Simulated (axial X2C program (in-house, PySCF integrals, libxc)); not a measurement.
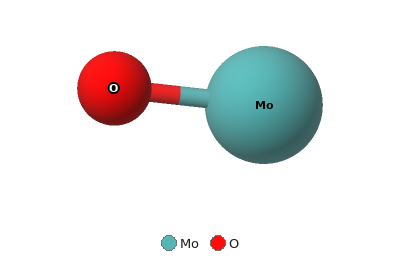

The molecule at the reference distance of 1.615 Å.

# Relativistic diatomic calculation for MoO⁺

- system: MoO⁺. The reference is closed-shell MoO²⁺; the roots are the vertical energy changes on adding an electron to it, which gives states of MoO⁺. The distance is the PBE0 minimum at charge 1.
- method: EOM-EA-CCSD, two-component X2C with atomic mean-field Coulomb and Gaunt terms, Mo dyall-acv3z, O dyall-av3z (cores contracted) (axial X2C program (in-house, PySCF integrals, libxc))

**Summary**

- outcome: converged
- HF energy of the reference MoO²⁺: −4118.69692 hartree
- MP2 energy of the reference MoO²⁺: −4119.43706 hartree
- CCSD energy of the reference MoO²⁺ (with the MP2 share of the virtual spinors left out of the coupled-cluster step): −4119.39002 hartree
- CCSD(T) energy of the reference MoO²⁺: −4119.42601 hartree
- T1 diagnostic (spinor form; for a closed shell √2 times the usual value): 0.044
- hardware: 1 thread of Arm Neoverse V1, 112 GiB of memory available, shared host
- wall time: 37 s
- peak memory: 1.1 GiB

**Input file**
```
{"zs": [42, 8], "q": 1, "bas": ["dyall-acv3z", "dyall-av3z"], "r0": 1.78, "eom": "ea", "thr": -2.0, "nmax": 92, "grid": [1, 0.96, 1.045, 0.92, 1.09, 1.15]}
```

The line is the task of a batch: nuclear charges, charge, bases, a first guess of the distance and further settings. This report covers the levels named above. The log is that of the reference distance 1.615 Å.

The run was one of a batch that the task file lists, launched with:
```bash
python <driver script> task.json out
```

**The program's output**
```
two-component X2C + atomic mean field  HF
basis functions 217  fitting functions 1015  grid points 5074
iter        total energy     max residual
   1      -4118.666015596     2.80e-01
   2      -4118.689483408     1.78e-02
   3      -4118.679591468     2.91e-02
   4      -4118.696568425     2.16e-03
   5      -4118.696732696     1.08e-03
   6      -4118.696797003     8.17e-04
   7      -4118.696854149     7.45e-04
   8      -4118.696907709     3.00e-04
   9      -4118.696918634     1.33e-04
  10      -4118.696920535     7.17e-05
  11      -4118.696921758     2.98e-05
  12      -4118.696921925     9.60e-06
  13      -4118.696921935     7.49e-06
  14      -4118.696921942     5.39e-06
  15      -4118.696921948     1.81e-06
  16      -4118.696921948     3.76e-07
converged
one-electron -5868.15877671  Coulomb 1771.40010339  exact exchange -130.13025719  xc functional 0.00000000  nuclear repulsion 110.09507298  atomic mean-field constant -1.90306443
correlated 18  virtual 312  natural virtual 84  E(MP2) -0.740141210  MP2 remainder -0.124172384
iter   CCSD correlation   residual
   1     -0.502630143   4.34e-01
   2     -0.558790386   3.52e-01
   3     -0.563679786   6.07e-02
   4     -0.566449900   3.59e-02
   5     -0.567968116   2.39e-02
   6     -0.568368753   1.68e-02
   7     -0.568501188   1.03e-02
   8     -0.568817724   4.87e-03
   9     -0.568978533   2.50e-03
  10     -0.568909271   1.02e-03
  11     -0.568932029   4.64e-04
  12     -0.568931129   1.53e-04
  13     -0.568926157   7.44e-05
  14     -0.568926986   3.88e-05
  15     -0.568925707   2.39e-05
  16     -0.568925579   1.66e-05
  17     -0.568925563   1.17e-05
(T) -0.03598922317920694  T1 0.0439  D1 0.0999  max T2 0.181
EOM-EA-CCSD roots
2*Omega      energy/Eh   energy/eV  one-particle weight
    1      -0.53554798    -14.5730      0.943
    1      -0.51484946    -14.0098      0.949
    1      -0.43055785    -11.7161      0.929
    1      -0.39952194    -10.8715      0.041
    1      -0.38798769    -10.5577      0.000
    3      -0.50193035    -13.6582      0.936
    3      -0.43846894    -11.9313      0.000
    3      -0.40312266    -10.9695      0.000
    3      -0.35628670     -9.6951      0.000
    5      -0.55027332    -14.9737      0.948
    5      -0.38041485    -10.3516      0.000
    7      -0.39953590    -10.8719      0.000
```

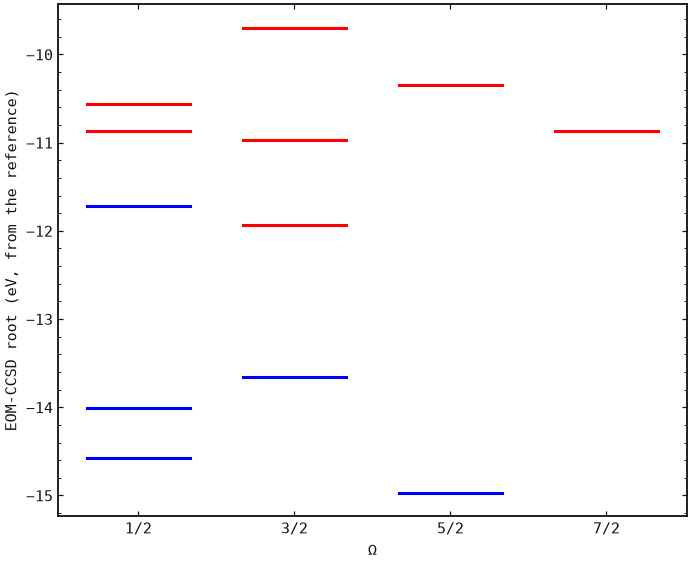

EOM-CCSD roots by Ω at 1.61 Å; roots whose one-particle weight is under 0.8 have the second colour. The lowest has Ω = 5/2 and lies at −14.974 eV, with one-particle weight 0.95. 7 of the 12 roots are less well described at this level.
